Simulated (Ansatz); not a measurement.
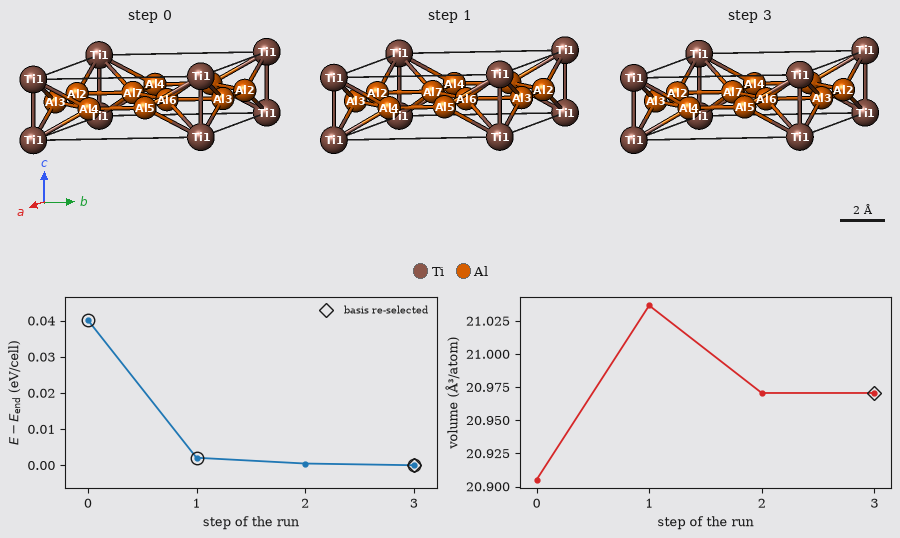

Frames of a relaxation of crystalline TiAl6 (a generated structure, set up in P6/mmm) (coarse preliminary run), marked on the history of the run. A ball-and-stick model of the cell of the calculation, seen slightly off an axis.

All numbers below come from Ansatz, DFT PBE, scalar-relativistic, plane waves, PAW.

The input:
```yaml
crystal:
  lattice:
    - [7.7354495367, 0.0, 0.0]
    - [-3.8677247683, 6.6990958085, 0.0]
    - [0.0, 0.0, 2.823894166]
  atoms:
    - { symbol: Ti, position: [0.0, 0.0, 0.0] }
    - { symbol: Al, position: [0.3334202038, 0.0, 0.5] }
    - { symbol: Al, position: [0.6665797962, 0.0, 0.5] }
    - { symbol: Al, position: [0.0, 0.3334202038, 0.5] }
    - { symbol: Al, position: [0.0, 0.6665797962, 0.5] }
    - { symbol: Al, position: [0.6665797962, 0.6665797962, 0.5] }
    - { symbol: Al, position: [0.3334202038, 0.3334202038, 0.5] }
basis:
  ecutwfc: 420
kpoints:
  mp_grid: { grid: [3, 3, 6] }
hamiltonian:
  xc: pbe
scf:
  occupations: { method: gaussian, width: 0.1 }
  lower_state_search: "off"
output:
  forces: true
  stress: true
  eigenvalues: true
relax:
  adjacent_minimum: "off"
  f_tol: 0.04
  max_steps: 70
  cell: { stress_tol: 0.4 }
```

Command:
```bash
ansatz run input.yaml --threads 1 --pin off --max-ram 2048MiB --backend cpu --events-out ev --progress --plain --runs-dir out
```

Describe the path.

No atom moves by more than 0.005 Å relative to the cell. The drawn cell changes as follows: a = b 7.735 → 7.663 Å (−0.9 %), c 2.824 → 2.886 Å (+2.2 %); the volume changes by +0.3 %. Near-neighbour distances that change, for instance: Al2–Al2 2.824 → 2.886 Å, Ti1–Ti1 2.824 → 2.886 Å, Al2–Al5 2.579 → 2.552 Å, Al2–Al3 2.577 → 2.560 Å. The space group stays P6/mmm (No. 191). The energy falls by 40.2 meV per cell of the calculation in 2 accepted moves (3 points after the start). The largest force component goes from 0.043 to 0.00082 eV/Å. The pressure goes from −0.27 to −0.05 GPa. The SCF was repeated once at an unchanged geometry on a basis and grid sized afresh for the cell, which shifted the energy by 0.5 meV per cell of the calculation at most. The run took 8.5 s on 1 thread of Intel(R) Xeon(R) 6975P-C (Granite Rapids), with other jobs on the host, peak memory 0.43 GiB. From step 0 to 1: volume +0.6 %, energy −38.1 meV per cell of the calculation. From step 1 to 3: volume −0.3 %, energy −2.1 meV per cell of the calculation.

Limits of the set-up: the k-point mesh is coarse for a cell with partly filled bands.
